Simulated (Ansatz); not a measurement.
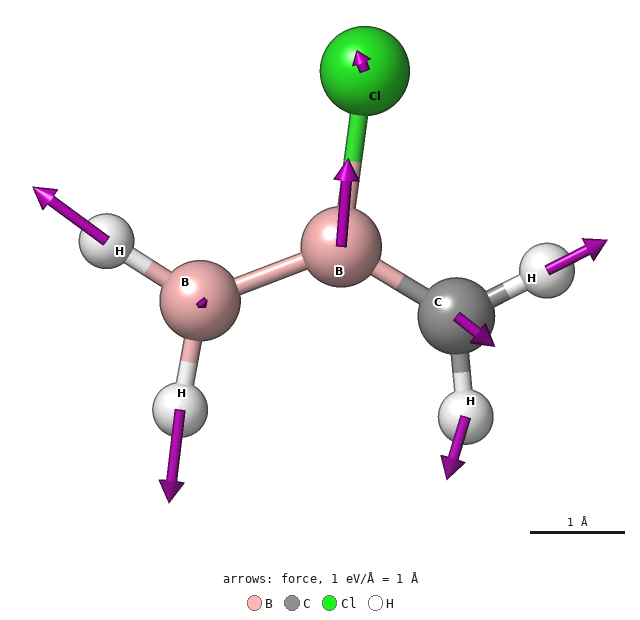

Starting geometry of CH4B2Cl (charge −1) with the computed forces as purple arrows. Style: ball-and-stick. Shown at a tilt.

The run prepares an end point of a later path (torsion) calculation, from a guessed geometry.

Theory: RKS PBE-D4/def2-SVP in Ansatz.

Input file:
```yaml
crystal:
  periodic: [false, false, false]
  atoms:
    - { symbol: B, position_ang: [-0.32499, 1.37394, -0.21925] }
    - { symbol: B, position_ang: [-0.12481, -0.23291, -0.33098] }
    - { symbol: C, position_ang: [0.48776, -1.12059, 0.63073] }
    - { symbol: Cl, position_ang: [-0.7543, -1.12431, -1.89543] }
    - { symbol: H, position_ang: [-0.82897, 2.08423, -1.03383] }
    - { symbol: H, position_ang: [0.04028, 1.97858, 0.74393] }
    - { symbol: H, position_ang: [0.57371, -2.19234, 0.45811] }
    - { symbol: H, position_ang: [0.91232, -0.83817, 1.59276] }
total_charge: -1
basis:
  gaussian: { orbitals: def2-SVP }
hamiltonian:
  xc: pbe
  dispersion: d4
relax:
  f_tol: 0.015
  max_steps: 40
```

Launched with:
```bash
ansatz run input.yaml --threads 1 --pin off --max-ram 2048MiB --backend cpu --events-out ev --progress --plain --runs-dir out
```

Is this structure relaxed? If not, where do the atoms go?

Answer. It isn't relaxed: the largest force vector, on H6, is 1.02 eV/Å. The final displacements follow the starting forces only in part (cosine between the two patterns 0.38). The atom that moves furthest after the best rigid fit is H8 (0.18 Å). By element the largest moves are H 0.18 Å, B 0.11 Å, Cl 0.10 Å, C 0.02 Å. Among the contacts that change: B1–B2 1.623 → 1.668 Å, B1–H5 1.192 → 1.238 Å, B2–C3 1.445 → 1.473 Å, C3–H7 1.089 → 1.110 Å. Among the angles between lasting bonds that change: B1–B2–C3 127.9° → 121.1°, B2–C3–H8 126.4° → 120.4°, C3–B2–Cl4 113.5° → 118.2°. The energy falls by 3.05 kcal/mol in 4 accepted moves (5 points after the start). Largest force component: 0.84 eV/Å at the start, 0.015 eV/Å at the end. The line search rejected the trial step at point 4 of the run.

Limits of the set-up: the basis has no diffuse functions, which an anion needs.
